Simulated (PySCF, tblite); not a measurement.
# C6H12OSi: geometry, infrared bands, NMR shifts, electronic excitations and core binding energies, part 2 of 2

tblite 0.8.0 and PySCF 2.14.0. Atoms count from 0.

### Step 6. TDDFT and polarisability: B3LYP/def2-SVPD

What the job is given:

```
{"job": {"kind": "uv", "xc": "B3LYP", "basis": "def2-SVPD", "ip": true}, "charge": 0, "multiplicity": 1}
C      3.175032    -0.096174    -0.977436
C      2.157317    -0.221076     0.132182
O      0.887889    -0.467696    -0.419013
Si    -0.495282    -0.723691     0.479729
C     -1.952521    -0.884751    -0.702726
C     -2.702673     0.399323    -0.459725
C     -2.299315     1.220835     0.521862
C     -1.107605     0.836960     1.361769
H      4.178611     0.095558    -0.568474
H      2.907126     0.731009    -1.651468
H      3.209800    -1.021548    -1.571381
H      2.445674    -1.040517     0.820429
H      2.143693     0.707895     0.736166
H     -0.262663    -1.883847     1.398781
H     -2.580407    -1.769283    -0.495746
H     -1.616569    -0.980208    -1.749336
H     -3.567527     0.653245    -1.082923
H     -2.826692     2.161478     0.717324
H     -0.350352     1.640103     1.390435
H     -1.395143     0.652311     2.412300
```

With the program's defaults for keys left out, this is: TDDFT B3LYP/def2-SVPD, vertical, gas phase, core orbitals frozen in the response.

Output:

```text
coarse grid: 16672 points
cycle   1  E = -600.0870417200  dE =  7.602e-01  |g| = 7.996e-01  |ddm| = 7.753e+00
cycle   2  E = -599.8436183244  dE =  2.434e-01  |g| = 1.351e+00  |ddm| = 2.497e+00
cycle   3  E = -600.2210130942  dE = -3.774e-01  |g| = 1.702e-01  |ddm| = 1.622e+00
cycle   4  E = -600.2267409249  dE = -5.728e-03  |g| = 5.779e-02  |ddm| = 3.029e-01
cycle   5  E = -600.2275535002  dE = -8.126e-04  |g| = 1.133e-02  |ddm| = 1.501e-01
cycle   6  E = -600.2275821146  dE = -2.861e-05  |g| = 4.951e-03  |ddm| = 4.299e-02
cycle   7  E = -600.2275882111  dE = -6.097e-06  |g| = 1.314e-03  |ddm| = 8.989e-03
final grid: 154848 points
cycle   8  E = -600.3293120405  dE = -4.670e-05  |g| = 6.407e-03  |ddm| = 1.586e-01
cycle   9  E = -600.3292996100  dE =  1.243e-05  |g| = 9.567e-03  |ddm| = 2.818e-02
cycle  10  E = -600.3293223185  dE = -2.271e-05  |g| = 1.318e-03  |ddm| = 1.658e-02
cycle  11  E = -600.3293227566  dE = -4.381e-07  |g| = 1.930e-04  |ddm| = 2.160e-03
cycle  12  E = -600.3293227646  dE = -7.981e-09  |g| = 1.005e-04  |ddm| = 6.981e-04
cycle  13  E = -600.3293227669  dE = -2.308e-09  |g| = 3.225e-05  |ddm| = 1.844e-04
cycle  14  E = -600.3293227671  dE = -2.133e-10  |g| = 6.969e-06  |ddm| = 5.979e-05
converged SCF energy = -600.3293227671

Static polarisability (au): isotropic 99.579, principal 85.890 100.731 112.117

Singlet excitations
state   eV       nm        f      main configurations
  1   6.4038    193.6   0.00211   H->L+1 0.60, H->L+2 0.38
  2   6.6838    185.5   0.00330   H-1->L 0.84
  3   6.7048    184.9   0.00312   H->L+2 0.54, H->L+1 0.29
  4   6.9297    178.9   0.01241   H->L+3 0.84
  5   6.9816    177.6   0.16475   H->L 0.75
  6   7.0280    176.4   0.00492   H-1->L+1 0.55, H-1->L+2 0.36
  7   7.1398    173.7   0.01137   H-1->L+2 0.52, H-1->L+1 0.37
  8   7.1967    172.3   0.00978   H->L+4 0.60, H->L+5 0.14
  9   7.2300    171.5   0.00341   H-2->L 0.80
 10   7.3902    167.8   0.01644   H-1->L+3 0.68, H->L+5 0.20

Triplet excitations (Tamm-Dancoff, eV): 4.3322 6.3023 6.5864 6.6390
Vertical ionisation energy (delta-SCF) = 8.9970 eV
```

It took 6 min on 1 thread of Arm Neoverse V1, shared host; peak memory 1.1 GiB.

The orbitals next to the gap, with their largest atomic shares:

```csv
orbital,eV,atoms
HOMO−3,-8.72,"O2 34 %, C1 14 %, C0 12 %"
HOMO−2,-8.01,"O2 27 %, C4 20 %, Si3 16 %"
HOMO−1,-7.47,"O2 39 %, C7 16 %, Si3 11 %"
HOMO,-6.85,"C6 34 %, C5 34 %, C7 8 %"
LUMO,0.22,"C6 32 %, C5 32 %, C7 7 %"
LUMO+1,0.47,"Si3 14 %, C1 10 %, C0 9 %"
LUMO+2,0.61,"Si3 16 %, H13 8 %, C4 8 %"
```

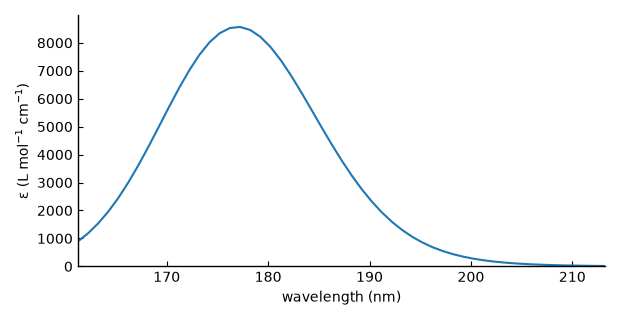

Absorption spectrum: each of the 10 states is a Gaussian band of 0.4 eV half-width at 1/e. Beyond the last state computed it falls off for lack of states.

Further results of this job:

```csv
property,computed
dipole moment (D),0.81
polarisability (Å³),14.76
HOMO–LUMO gap (eV),7.07
−ε(HOMO) (eV),6.85
```

### Step 7. NMR shieldings: PBE/pcSseg-1

The job, as its differences from that of step 6:

```diff
@@ -1,2 +1,2 @@
-{"job": {"kind": "uv", "xc": "B3LYP", "basis": "def2-SVPD", "ip": true}, "charge": 0, "multiplicity": 1}
+{"job": {"kind": "nmr", "xc": "PBE", "basis": "pcSseg-1", "pop": false}, "charge": 0, "multiplicity": 1}
 C      3.175032    -0.096174    -0.977436
```

With the program's defaults for keys left out, this is: GIAO PBE/pcSseg-1 NMR shielding, non-relativistic, gas phase.

Output:

```text
coarse grid: 16672 points
cycle   1  E = -599.7221045660  dE =  6.922e-01  |g| = 9.558e-01  |ddm| = 4.008e+00
cycle   2  E = -599.0891199727  dE =  6.330e-01  |g| = 1.954e+00  |ddm| = 3.489e+00
cycle   3  E = -599.9024161259  dE = -8.133e-01  |g| = 3.257e-01  |ddm| = 2.962e+00
cycle   4  E = -599.9236460921  dE = -2.123e-02  |g| = 9.654e-02  |ddm| = 3.622e-01
cycle   5  E = -599.9256541300  dE = -2.008e-03  |g| = 2.861e-02  |ddm| = 1.191e-01
cycle   6  E = -599.9257615712  dE = -1.074e-04  |g| = 2.085e-02  |ddm| = 4.410e-02
cycle   7  E = -599.9258766264  dE = -1.151e-04  |g| = 3.727e-03  |ddm| = 1.920e-02
cycle   8  E = -599.9258797806  dE = -3.154e-06  |g| = 1.142e-03  |ddm| = 3.993e-03
final grid: 154848 points
cycle   9  E = -600.0041842317  dE = -9.636e-06  |g| = 1.935e-02  |ddm| = 3.727e-02
cycle  10  E = -600.0039784372  dE =  2.058e-04  |g| = 3.730e-02  |ddm| = 4.308e-02
cycle  11  E = -600.0042602663  dE = -2.818e-04  |g| = 4.628e-03  |ddm| = 3.169e-02
cycle  12  E = -600.0042648630  dE = -4.597e-06  |g| = 5.296e-04  |ddm| = 4.860e-03
cycle  13  E = -600.0042649017  dE = -3.864e-08  |g| = 3.363e-04  |ddm| = 7.729e-04
cycle  14  E = -600.0042649313  dE = -2.966e-08  |g| = 6.718e-05  |ddm| = 3.208e-04
cycle  15  E = -600.0042649324  dE = -1.102e-09  |g| = 1.588e-05  |ddm| = 7.842e-05
cycle  16  E = -600.0042649325  dE = -6.185e-11  |g| = 4.640e-06  |ddm| = 1.812e-05
converged SCF energy = -600.0042649325

GIAO shielding tensors (ppm)
atom      isotropic    diamagn.    paramagn.     s11        s22        s33       span
  0 C      159.567     245.547     -85.980    141.961    156.621    180.117     38.155
  1 C      115.941     243.119    -127.178     86.488    100.830    160.506     74.017
  2 O      268.215     400.679    -132.464    239.789    267.982    296.875     57.085
  3 Si     312.523     883.338    -570.815    257.892    320.561    359.115    101.223
  4 C      158.817     256.832     -98.015    145.733    156.004    174.715     28.983
  5 C       41.247     254.337    -213.091    -65.133     53.018    135.856    200.989
  6 C       41.580     254.252    -212.672    -63.995     55.204    133.531    197.526
  7 C      160.687     256.899     -96.212    144.450    163.348    174.264     29.813
  8 H       30.209      26.112       4.097     26.493     27.390     36.745     10.252
  9 H       29.820      29.503       0.318     26.263     28.500     34.698      8.435
 10 H       29.802      28.229       1.573     26.370     28.160     34.876      8.506
 11 H       27.429      29.359      -1.930     22.649     27.521     32.118      9.469
 12 H       27.366      31.305      -3.939     21.747     28.519     31.831     10.085
 13 H       25.660      30.228      -4.568     22.514     23.921     30.545      8.031
 14 H       29.548      29.754      -0.205     25.316     27.112     36.218     10.902
 15 H       29.513      32.417      -2.904     25.721     27.694     35.124      9.403
 16 H       25.089      29.196      -4.107     22.987     25.485     26.793      3.806
 17 H       25.119      29.449      -4.330     22.896     25.620     26.842      3.946
 18 H       29.496      33.238      -3.742     25.375     28.227     34.886      9.511
 19 H       29.847      30.368      -0.521     25.494     27.434     36.612     11.118
```

Wall time 48 s (1 thread of Arm Neoverse V1, shared host); peak memory 0.85 GiB.

In short: δ C5 138.6, C1 64.1, C0 20.5, C4 20.3, H16 6.09, H13 5.54 ppm (means over like atoms).

### Step 8. Core-electron binding energies: SCAN, X2C

The job, as its differences from that of step 7:

```diff
@@ -1,2 +1,2 @@
-{"job": {"kind": "nmr", "xc": "PBE", "basis": "pcSseg-1", "pop": false}, "charge": 0, "multiplicity": 1}
+{"job": {"kind": "xps"}, "charge": 0, "multiplicity": 1}
 C      3.175032    -0.096174    -0.977436
```

Method: delta-SCF UKS SCAN, pcX-2 on the ionised atom, pcseg-1 elsewhere, spin-free X2C.

Output:

```text
ground state, core basis on atom 0 (C), 207 functions
  cycle   1  E = -600.92250378  |g| = 8.14e-01
  cycle   2  E = -600.64215699  |g| = 1.40e+00
  cycle   3  E = -601.06669440  |g| = 2.26e-01
  cycle   4  E = -601.07725337  |g| = 6.14e-02
  cycle   5  E = -601.07814258  |g| = 1.56e-02
  cycle   6  E = -601.07817907  |g| = 1.06e-02
  cycle   7  E = -601.07820920  |g| = 2.41e-03
  cycle   8  E = -601.07820841  |g| = 7.68e-04
  cycle   9  E = -601.07821139  |g| = 1.57e-04
  E(ground) = -601.12737619 Eh
hole in C 1s of atom 0
  cycle   1  E = -589.84355007  |g| = 1.50e+00
  cycle   2  E = -587.22020304  |g| = 2.26e+00
  cycle   3  E = -590.15520279  |g| = 6.38e-01
  cycle   4  E = -590.35850537  |g| = 2.78e-01
  cycle   5  E = -590.39556037  |g| = 9.14e-02
  cycle   6  E = -590.39856671  |g| = 4.66e-02
  cycle   7  E = -590.39937991  |g| = 1.51e-02
  cycle   8  E = -590.39947295  |g| = 6.91e-03
  cycle   9  E = -590.39949540  |g| = 2.81e-03
  cycle  10  E = -590.39949995  |g| = 1.08e-03
  cycle  11  E = -590.39950211  |g| = 5.24e-04
  cycle  12  E = -590.39950083  |g| = 1.62e-04
  E(ion) = -590.44741468 Eh   <S^2> = 0.7672   hole on atom = 1.000   binding energy = 290.617 eV
ground state, core basis on atom 1 (C), 207 functions
  cycle   1  E = -601.08062531  |g| = 5.81e-02
  cycle   2  E = -601.08060179  |g| = 2.04e-02
  cycle   3  E = -601.08062332  |g| = 1.82e-02
  cycle   4  E = -601.08070923  |g| = 1.04e-03
  cycle   5  E = -601.08070995  |g| = 4.44e-04
  E(ground) = -601.12911386 Eh
hole in C 1s of atom 1
  cycle   1  E = -589.78455423  |g| = 1.50e+00
  cycle   2  E = -586.67527175  |g| = 2.63e+00
  cycle   3  E = -589.88866770  |g| = 9.67e-01
  cycle   4  E = -590.26409865  |g| = 4.59e-01
  cycle   5  E = -590.33456858  |g| = 1.64e-01
  cycle   6  E = -590.34256406  |g| = 7.00e-02
  cycle   7  E = -590.34504136  |g| = 1.80e-02
  cycle   8  E = -590.34511017  |g| = 1.48e-02
  cycle   9  E = -590.34523704  |g| = 2.42e-03
  cycle  10  E = -590.34524324  |g| = 1.42e-03
  cycle  11  E = -590.34524376  |g| = 7.80e-04
  cycle  12  E = -590.34524540  |g| = 2.03e-04
  E(ion) = -590.39287430 Eh   <S^2> = 0.7728   hole on atom = 1.000   binding energy = 292.148 eV
ground state, core basis on atom 2 (O), 207 functions
  cycle   1  E = -601.11090177  |g| = 1.01e-01
  cycle   2  E = -601.10984737  |g| = 8.96e-02
  cycle   3  E = -601.11068466  |g| = 5.94e-02
  cycle   4  E = -601.11129092  |g| = 5.64e-03
  cycle   5  E = -601.11129753  |g| = 1.61e-03
  cycle   6  E = -601.11129766  |g| = 5.99e-04
  cycle   7  E = -601.11129924  |g| = 8.39e-05
  E(ground) = -601.15745184 Eh
hole in O 1s of atom 2
  cycle   1  E = -580.51933904  |g| = 2.23e+00
  cycle   2  E = -578.07839787  |g| = 2.78e+00
  cycle   3  E = -578.24821490  |g| = 1.68e+00
  cycle   4  E = -581.20892562  |g| = 5.23e-01
  cycle   5  E = -581.33918784  |g| = 1.81e-01
  cycle   6  E = -581.35178799  |g| = 8.85e-02
  cycle   7  E = -581.35516120  |g| = 4.30e-02
  cycle   8  E = -581.35581157  |g| = 2.66e-02
  cycle   9  E = -581.35620517  |g| = 3.25e-03
  cycle  10  E = -581.35621088  |g| = 9.92e-04
  cycle  11  E = -581.35621274  |g| = 3.80e-04
  E(ion) = -581.40244708 Eh   <S^2> = 0.7624   hole on atom = 1.000   binding energy = 537.561 eV
ground state, core basis on atom 3 (Si), 218 functions
  cycle   1  E = -601.17987466  |g| = 2.98e-01
  cycle   2  E = -601.17701915  |g| = 1.54e-01
  cycle   3  E = -601.17522526  |g| = 1.78e-01
  cycle   4  E = -601.18114183  |g| = 1.58e-02
  cycle   5  E = -601.18118107  |g| = 3.80e-03
  cycle   6  E = -601.18118624  |g| = 1.55e-03
  cycle   7  E = -601.18118401  |g| = 2.74e-04
  E(ground) = -601.18870576 Eh
hole in Si 1s of atom 3
  cycle   1  E = -532.25226790  |g| = 4.35e+00
  cycle   2  E = -532.01516581  |g| = 2.31e+00
  cycle   3  E = -532.77529738  |g| = 9.42e-01
  cycle   4  E = -533.27209929  |g| = 3.09e-01
  cycle   5  E = -533.29703904  |g| = 2.07e-01
  cycle   6  E = -533.31457893  |g| = 4.51e-02
  cycle   7  E = -533.31516550  |g| = 2.07e-02
  cycle   8  E = -533.31537054  |g| = 7.06e-03
  cycle   9  E = -533.31538901  |g| = 4.59e-03
  cycle  10  E = -533.31539894  |g| = 4.46e-04
  E(ion) = -533.33050784 Eh   <S^2> = 0.7522   hole on atom = 1.000   binding energy = 1846.516 eV
hole in Si 2p of atom 3
  cycle   1  E = -596.91312724  |g| = 1.24e+00
  cycle   2  E = -596.65225076  |g| = 1.24e+00
  cycle   3  E = -597.18243854  |g| = 3.34e-01
  cycle   4  E = -597.23404803  |g| = 1.47e-01
  cycle   5  E = -597.23994559  |g| = 7.75e-02
  cycle   6  E = -597.24255951  |g| = 1.44e-02
  cycle   7  E = -597.24264378  |g| = 6.58e-03
  cycle   8  E = -597.24265963  |g| = 3.72e-03
  cycle   9  E = -597.24266642  |g| = 6.26e-04
  cycle  10  E = -597.24266741  |g| = 1.58e-04
  E(ion) = -597.26108490 Eh   <S^2> = 0.7516   hole on atom = 1.003   binding energy = 106.876 eV
  2p3/2 = 106.633 eV   2p1/2 = 107.257 eV
ground state, core basis on atom 4 (C), 207 functions
  cycle   1  E = -601.07884653  |g| = 6.32e-02
  cycle   2  E = -601.07879216  |g| = 3.43e-02
  cycle   3  E = -601.07892994  |g| = 2.62e-02
  cycle   4  E = -601.07906081  |g| = 8.88e-03
  cycle   5  E = -601.07908001  |g| = 1.33e-03
  cycle   6  E = -601.07908068  |g| = 5.74e-04
  cycle   7  E = -601.07907960  |g| = 1.42e-04
  E(ground) = -601.12836388 Eh
hole in C 1s of atom 4
  cycle   1  E = -589.84620432  |g| = 1.51e+00
  cycle   2  E = -589.03211946  |g| = 1.90e+00
  cycle   3  E = -590.32365970  |g| = 4.45e-01
  cycle   4  E = -590.34427214  |g| = 3.73e-01
  cycle   5  E = -590.42196434  |g| = 5.91e-02
  cycle   6  E = -590.42334095  |g| = 2.08e-02
  cycle   7  E = -590.42349680  |g| = 1.21e-02
  cycle   8  E = -590.42355747  |g| = 4.98e-03
  cycle   9  E = -590.42357411  |g| = 2.07e-03
  cycle  10  E = -590.42358512  |g| = 1.52e-03
  cycle  11  E = -590.42359452  |g| = 1.21e-03
  cycle  12  E = -590.42360581  |g| = 9.29e-04
  cycle  13  E = -590.42361426  |g| = 5.40e-04
  cycle  14  E = -590.42361489  |g| = 3.04e-04
  E(ion) = -590.47191790 Eh   <S^2> = 0.7718   hole on atom = 1.000   binding energy = 289.977 eV
ground state, core basis on atom 5 (C), 207 functions
  cycle   1  E = -601.08026804  |g| = 5.86e-02
  cycle   2  E = -601.08004422  |g| = 3.56e-02
  cycle   3  E = -601.07993401  |g| = 4.03e-02
  cycle   4  E = -601.08034863  |g| = 7.91e-03
  cycle   5  E = -601.08036498  |g| = 3.43e-04
  E(ground) = -601.12953996 Eh
hole in C 1s of atom 5
  cycle   1  E = -589.83503311  |g| = 1.51e+00
  cycle   2  E = -587.50023307  |g| = 2.30e+00
  cycle   3  E = -590.03102209  |g| = 8.44e-01
  cycle   4  E = -590.33031915  |g| = 4.49e-01
  cycle   5  E = -590.40757730  |g| = 1.70e-01
  cycle   6  E = -590.42009349  |g| = 4.79e-02
  cycle   7  E = -590.42125502  |g| = 1.37e-02
  cycle   8  E = -590.42137971  |g| = 6.75e-03
  cycle   9  E = -590.42141409  |g| = 4.28e-03
  cycle  10  E = -590.42143687  |g| = 2.84e-03
  cycle  11  E = -590.42145010  |g| = 1.35e-03
  cycle  12  E = -590.42145530  |g| = 6.56e-04
  cycle  13  E = -590.42145563  |g| = 3.00e-04
  E(ion) = -590.47010028 Eh   <S^2> = 0.7999   hole on atom = 1.000   binding energy = 290.058 eV
```

It took 1.8 min on 1 thread of Arm Neoverse V1, shared host; peak memory 0.68 GiB.

The holes in one table. −ε is the ground-state orbital energy:

```csv
hole,stands for,environment,ΔSCF (eV; 2p as the shell's mean),−ε (eV),⟨S²⟩
C1s on C0,C0,methyl carbon,290.62,273.4,0.767
C1s on C1,C1,sp3 CH2 bonded to O,292.15,275.0,0.773
O1s on O2,O2,"oxygen bonded to C, Si",537.56,516.3,0.762
Si1s on Si3,Si3,"silicon bonded to 2 C, O, H, in a 5-membered ring",1846.52,1793.5,0.752
Si2p on Si3,Si3,"silicon bonded to 2 C, O, H, in a 5-membered ring",106.84,96.2,0.752
C1s on C4,"C4, C7",allylic sp3 CH2 bonded to Si,289.98,273.3,0.772
C1s on C5,"C5, C6",alkene CH,290.06,273.6,0.800
```

Each hole run stands for the others of its class of like atoms.

With the spin-orbit splitting: Si3 2p3/2 106.63, 2p1/2 107.26 eV. The table gives each 2p level as the mean over the whole 2p shell (two parts 2p3/2, one part 2p1/2), which differs a little from the single hole in the log.

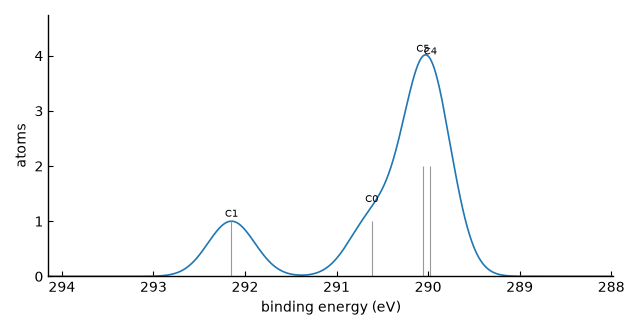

The C1s photoelectron lines, weighted by the number of atoms. Lines are broadened to a width of 0.60 eV (Gaussian).

### Step 9. Run by run: NMR shifts

Shifts (ppm) of some atoms, chosen among heavy atoms and hydrogens apart, means over like atoms, with basis size and wall time:

```csv
run,C5,C1,C0,C4,H13,H11,O2,functions,time
PBE0/pcSseg-1,140.3,61.2,20.2,18.4,5.27,3.61,50.3,203,33 s
PBE/pcSseg-1,138.6,64.1,20.5,20.3,5.54,3.80,66.4,203,48 s
```

### Step 10. Summary of results

The summary covers parts 1 to 2.

| quantity | value |
| --- | --- |
| strongest single infrared mode (GFN2-xTB) | 2202 cm⁻¹, 347 km/mol |
| zero-point energy (GFN2-xTB) | 103.2 kcal/mol |
| point group | C1 |
| rotational constants (main isotopes) | 3.70, 0.93, 0.87 GHz |
| ¹³C shifts against TMS (PBE0/pcSseg-1, means over atoms taken as alike) | 140.3, 61.2, 20.2, 18.4 ppm |
| ¹H shifts against TMS (PBE0/pcSseg-1, means over atoms taken as alike) | 6.10, 5.27, 3.61, 1.58, 1.38, 1.27 ppm |
| ¹⁷O shifts against H2O (PBE0/pcSseg-1) | 50.3 ppm |
| ²⁹Si shifts against TMS (PBE0/pcSseg-1) | 22.1 ppm |
| lowest singlet (B3LYP/def2-SVPD) | 6.40 eV (194 nm), f = 0.002 |
| brightest single state of those computed | state 5, 6.98 eV, f = 0.165 |
| lowest triplet | 4.33 eV |
| vertical ionisation energy (ΔSCF) | 9.00 eV |
| C1s binding energies, SCAN/pcX-2 | C1 292.15, C0 290.62, C5 290.06, C4 289.98 eV |
| O1s binding energies, SCAN/pcX-2 | O2 537.56 eV |
| Si1s binding energies, SCAN/pcX-2 | Si3 1846.52 eV |
| Si2p binding energies, SCAN/pcX-2 | Si3 106.84 eV |
| range of the shift of O2 | 50.3 to 66.4 ppm |

In words: The optimisation took 72 steps and gained 0.173 eV; among the close pairs (by a distance rule), O2–Si3 changed most, from 1.667 to 1.622 Å (GFN2-xTB). All 54 modes are real, so the xTB geometry is a minimum. The strongest single mode, at 2202 cm⁻¹, moves mainly H13. GFN2-xTB is a fitted tight-binding method: band positions and strengths are rough. Its intensities can rank the bands wrongly. The optimisation took 13 steps and gained 0.347 eV; among the close pairs (by a distance rule), O2–Si3 changed most, from 1.579 to 1.669 Å (PBE0/def2-SVP). C5, C6 (mean) (alkene CH) lies farthest downfield among carbon, at 140.3 ppm; as expected for a trigonal carbon in a double bond. H16, H17 (mean) (hydrogen on an alkene CH) lies farthest downfield among hydrogen, at 6.10 ppm; attached to an sp2 carbon and in the plane of the double bond. At PBE0/pcSseg-1: Shielding is most anisotropic at C5, C6 (span 211 ppm, paramagnetic term -211 ppm). The first singlet state (HOMO→LUMO+1 0.60, HOMO→LUMO+2 0.38) lies at 6.40 eV and is weak; of the 10 states computed, the strongest absorption comes from state 5 at 6.98 eV. The lowest triplet lies 2.07 eV below the lowest singlet (triplets in Tamm-Dancoff, singlets in full TDDFT). The C1s levels kept as sound span 2.17 eV, from C4 (allylic sp3 CH2 bonded to Si) up to C1 (sp3 CH2 bonded to O). Across the 2 runs the shift of O2 moves most, between 50.3 (PBE0/pcSseg-1) and 66.4 ppm (PBE/pcSseg-1).
